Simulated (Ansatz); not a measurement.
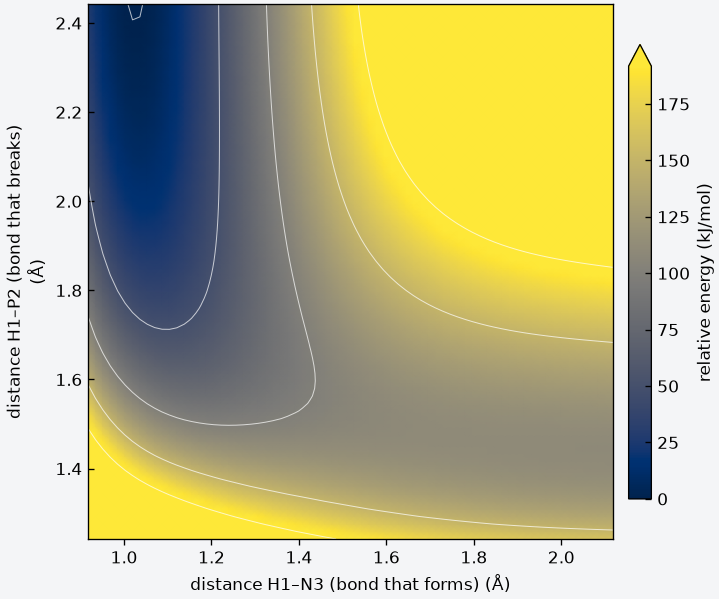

Energy landscape of the reacting system H₅NP (fragments H₃P + H₂N where the first distance is long, H₃N + H₂P where the second is long), spin multiplicity 2. Coordinates scanned: (1) distance H1–N3 (bond that forms); (2) distance H1–P2 (bond that breaks). Relaxed at each point: all other coordinates. The grid has 9 × 9 points. Points are written as (first, second). Energies are in kJ/mol, from the lowest grid point. Method: UKS PBE0-D4/def2-SVP (Ansatz).

In the figure: a smooth colour map with a few white contour lines, one colour for all values above the top of the scale. Between grid points the surface is interpolated. 

Where are the wells?

Answer. The lowest grid point is at (1.007 Å, 2.442 Å). It lies in a valley that leaves the map towards separated partners. The highest grid point, (0.918 Å, 1.242 Å), lies 436 kJ/mol above the lowest.

The input of one point:

```yaml
crystal:
  periodic: [false, false, false]
  atoms:
    - { symbol: H, position_ang: [-0.214549, -0.497334, 1.01047] }
    - { symbol: P, position_ang: [0.982357, 1.468777, 0.194878] }
    - { symbol: "N", position_ang: [-0.729886, -1.195627, 0.499722] }
    - { symbol: H, position_ang: [1.614056, 0.704707, -0.837768] }
    - { symbol: H, position_ang: [-0.103702, 1.827594, -0.665883] }
    - { symbol: H, position_ang: [-1.45845, -0.707756, -0.019369] }
    - { symbol: H, position_ang: [-0.089827, -1.600361, -0.18205] }
magnetization:
  spin_polarized: true
  initial_magnetization: 1
basis:
  gaussian: { orbitals: def2-SVP }
hamiltonian:
  xc: pbe0
  dispersion: d4
output:
  forces: true
relax:
  f_tol: 0.015
  max_steps: 60
  escape_saddle: false
  constraints: [{ distance: [0, 2] }, { distance: [0, 1] }]
```

Each point was launched as `ansatz run input.yaml --threads 1 --pin off --max-ram 2560MiB --backend cpu --events-out ev --progress --plain --runs-dir out`. The whole map (81 points run) took 18 min on 1 thread of Arm Neoverse V1 (shared host).
